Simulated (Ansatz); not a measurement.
AlBH6O: several calculations on one system

Part 1: Relaxation

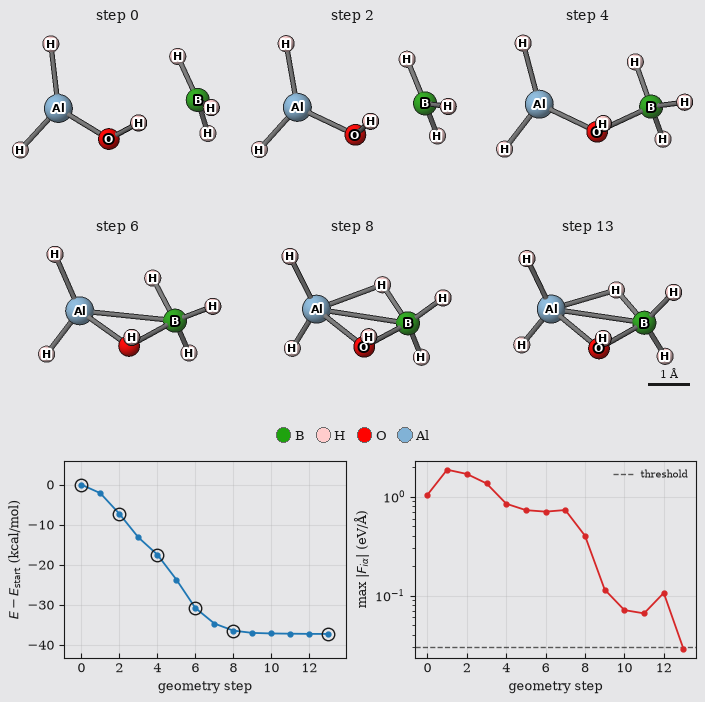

Frames of a relaxation of AlBH6O, marked on the history of the run. Style: ball-and-stick. Shown at a tilt.

The run prepares an end point of a later path (reaction) calculation, from a guessed geometry.

All numbers below come from RKS PBE0-D4/def2-SVP in Ansatz. (no spin polarisation; force threshold 0.03 eV/Å; at most 50 steps)

Question: Describe the path.

Answer: After 13 geometry steps the energy has fallen by 37.3 kcal/mol. The largest force component goes from 1 to 0.029 eV/Å. The largest move after the best rigid fit is that of an H atom, 1.01 Å. By element the largest moves are H 1.01 Å, B 0.66 Å, Al 0.64 Å, O 0.49 Å. Near-neighbour distances that change, for instance: Al–H 3.213 → 1.764 Å, Al–B 3.419 → 2.312 Å, B–O 2.594 → 1.547 Å, Al–O 1.720 → 1.861 Å. New bonds form, among them: Al–B (3.42 → 2.31 Å), Al–H (3.21 → 1.76 Å), B–O (2.59 → 1.55 Å). Among the angles between lasting bonds that change: H–B–H 120.5° → 105.3°, H–B–H 118.8° → 104.5°, Al–O–H 130.5° → 119.8°. Groups turn about Al–O by about 25°. The run took 17 s on 2 threads of Arm Neoverse V2, with other jobs on the host, peak memory 0.14 GiB. From step 0 to 2: the O atom moves most (0.38 Å), energy −7.27 kcal/mol. From step 2 to 4: an H atom moves most (0.27 Å), energy −10.2 kcal/mol. From step 4 to 6: an H atom moves most (0.36 Å), energy −13.3 kcal/mol. From step 6 to 8: an H atom moves most (0.37 Å), energy −5.66 kcal/mol. From step 8 to 13: an H atom moves most (0.23 Å), energy −0.83 kcal/mol.

Part 2: Relaxation

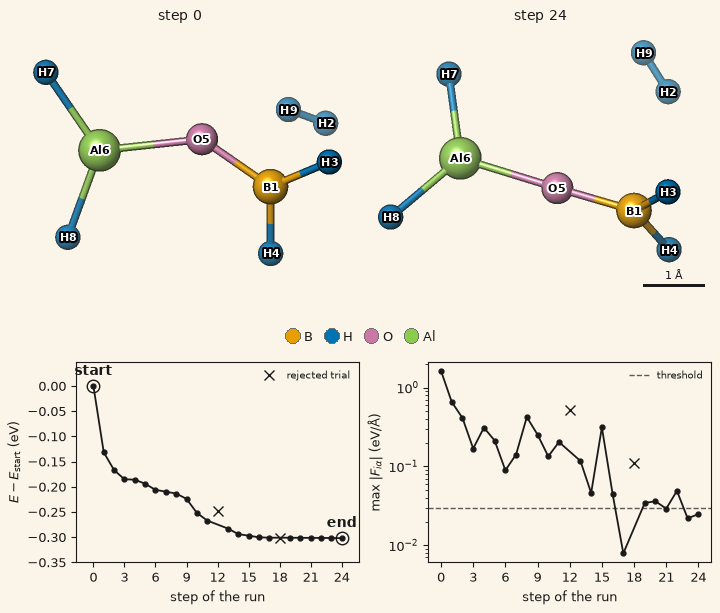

First and last geometry of a relaxation of AlBH6O, with the history of the run. Style: ball-and-stick. Shown at a tilt.

The run prepares an end point of a later path (reaction) calculation, from a guessed geometry.

All numbers below come from RKS PBE0-D4/def2-SVP (Ansatz).

Input file:
```yaml
crystal:
  periodic: [false, false, false]
  atoms:
    - { symbol: B, position_ang: [0.016007, -0.346558, -0.330546] }
    - { symbol: H, position_ang: [0.054062, 0.078629, 2.025159] }
    - { symbol: H, position_ang: [1.025695, 0.323027, -0.407877] }
    - { symbol: H, position_ang: [-1.081645, 0.16244, -0.470165] }
    - { symbol: O, position_ang: [0.143207, -1.707213, -0.156491] }
    - { symbol: Al, position_ang: [-0.792895, -3.135108, -0.400745] }
    - { symbol: H, position_ang: [-0.069317, -4.507748, -0.108027] }
    - { symbol: H, position_ang: [-2.283071, -2.95475, -0.90964] }
    - { symbol: H, position_ang: [0.149258, -0.583319, 1.761031] }
basis:
  gaussian: { orbitals: def2-SVP }
hamiltonian:
  xc: pbe0
  dispersion: d4
relax:
  f_tol: 0.03
  max_steps: 50
output:
  orbitals: {}
```

Launched with:
```bash
ansatz run input.yaml --threads 2 --pin off --max-ram 3072MiB --backend cpu --events-out ev --progress --plain --runs-dir out
```

Did the run converge, and what did it change?

Answer. It converged. The atom that moves furthest after the best rigid fit is H7 (1.16 Å). Largest moves by element: H 1.16 Å, O 0.81 Å, B 0.46 Å, Al 0.13 Å. Near-neighbour distances that change, for instance: B1–O5 1.378 → 1.335 Å, H2–H9 0.719 → 0.760 Å, O5–Al6 1.725 → 1.707 Å. Among the angles between lasting bonds that change: B1–O5–Al6 138.6° → 177.8°. After 22 accepted moves (24 points after the start) the energy has fallen by 0.302 eV. Largest force component: 1.6 eV/Å at the start, 0.025 eV/Å at the end. The line search rejected the trial steps at points 12, 18 of the run. The forces were under the threshold at step 17, but the run went on from there.

```json
{"step": "0", "E − E(0), eV": "0.0000", "largest force component, eV/Å": "1.6259", "note": ""}
{"step": "1", "E − E(0), eV": "-0.1315", "largest force component, eV/Å": "0.6555", "note": ""}
{"step": "2", "E − E(0), eV": "-0.1668", "largest force component, eV/Å": "0.4110", "note": ""}
{"step": "3", "E − E(0), eV": "-0.1849", "largest force component, eV/Å": "0.1684", "note": ""}
{"step": "4", "E − E(0), eV": "-0.1857", "largest force component, eV/Å": "0.3099", "note": ""}
{"step": "5", "E − E(0), eV": "-0.1939", "largest force component, eV/Å": "0.2129", "note": ""}
{"step": "6", "E − E(0), eV": "-0.2060", "largest force component, eV/Å": "0.0893", "note": ""}
{"step": "7", "E − E(0), eV": "-0.2095", "largest force component, eV/Å": "0.1415", "note": ""}
{"step": "8", "E − E(0), eV": "-0.2133", "largest force component, eV/Å": "0.4219", "note": ""}
{"step": "9", "E − E(0), eV": "-0.2238", "largest force component, eV/Å": "0.2531", "note": ""}
{"step": "10", "E − E(0), eV": "-0.2517", "largest force component, eV/Å": "0.1340", "note": ""}
{"step": "11", "E − E(0), eV": "-0.2669", "largest force component, eV/Å": "0.2036", "note": ""}
{"step": "12", "E − E(0), eV": "-0.2479", "largest force component, eV/Å": "0.5113", "note": "rejected"}
{"step": "13", "E − E(0), eV": "-0.2827", "largest force component, eV/Å": "0.1172", "note": ""}
{"step": "14", "E − E(0), eV": "-0.2938", "largest force component, eV/Å": "0.0460", "note": ""}
{"step": "15", "E − E(0), eV": "-0.2969", "largest force component, eV/Å": "0.3126", "note": ""}
{"step": "16", "E − E(0), eV": "-0.3001", "largest force component, eV/Å": "0.0449", "note": ""}
{"step": "17", "E − E(0), eV": "-0.3009", "largest force component, eV/Å": "0.0079", "note": ""}
{"step": "18", "E − E(0), eV": "-0.3008", "largest force component, eV/Å": "0.1110", "note": "rejected"}
{"step": "19", "E − E(0), eV": "-0.3009", "largest force component, eV/Å": "0.0344", "note": ""}
{"step": "20", "E − E(0), eV": "-0.3012", "largest force component, eV/Å": "0.0362", "note": ""}
{"step": "21", "E − E(0), eV": "-0.3012", "largest force component, eV/Å": "0.0291", "note": ""}
{"step": "22", "E − E(0), eV": "-0.3013", "largest force component, eV/Å": "0.0490", "note": ""}
{"step": "23", "E − E(0), eV": "-0.3015", "largest force component, eV/Å": "0.0219", "note": ""}
{"step": "24", "E − E(0), eV": "-0.3018", "largest force component, eV/Å": "0.0248", "note": ""}
```

Part 3: Path

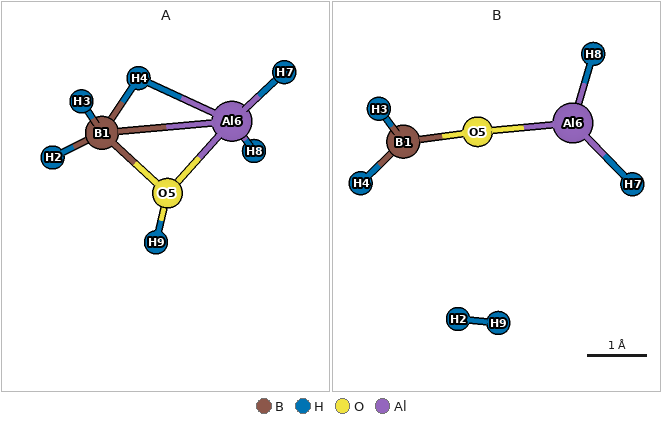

The two relaxed end points of a path for AlBH6O. A ball-and-stick model, seen at a tilt.

The calculation used Ansatz, RKS PBE0-D4/def2-SVP.

Set-up: 5 movable images; climbing image; force threshold 0.05 eV/Å; iteration limit 60.

Start:
```xyz
9

B     0.1587   -0.4259    0.1453
H    -0.4678    0.4964    0.6201
H     1.2667   -0.2158   -0.2933
H    -0.5610   -0.8142   -0.8943
O     0.1370   -1.6764    1.0557
Al   -0.8036   -2.4713   -0.3399
H     0.0703   -3.4433   -1.2228
H    -2.3313   -2.6268    0.0421
H    -0.3078   -1.4933    1.8897
```

End:
```xyz
9

B     0.2154   -0.2564   -0.7568
H    -0.1291   -0.2407    2.4371
H     1.3598   -0.1234   -1.1472
H    -0.4596    0.7151   -0.4688
O    -0.3079   -1.4800   -0.6480
Al   -0.9993   -3.0284   -0.4499
H    -0.8103   -3.7192    0.9579
H    -1.7558   -3.6376   -1.6940
H     0.0480   -0.9000    2.7723
```

**What barrier does the band find between them, and by what path?**

The energy climbs by 1.76 eV to image 3 and then falls by 1.42 eV, so the end point sits at +0.34 eV. Breaking: B1–H2 (1.21 → 1.35 at the top → 3.21 Å), H4–Al6 (1.76 → 3.67 at the top → 3.78 Å), O5–H9 (0.96 → 1.23 at the top → 3.49 Å). Forming: H2–H9 (2.37 → 1.04 at the top → 0.76 Å). The band is converged.

Energies of the converged images:

| image | path (Å) | E (eV) |
| --- | --- | --- |
| 0 | 0.00 | 0.000 |
| 1 | 1.91 | 0.407 |
| 2 | 3.82 | 0.838 |
| 3 | 5.72 | 1.756 |
| 4 | 6.90 | 0.472 |
| 5 | 8.07 | 0.337 |
| 6 | 9.25 | 0.336 |

The geometry at the top of the path:

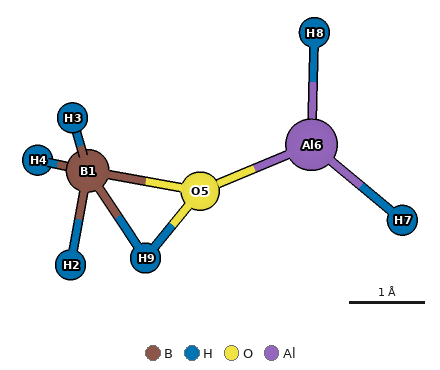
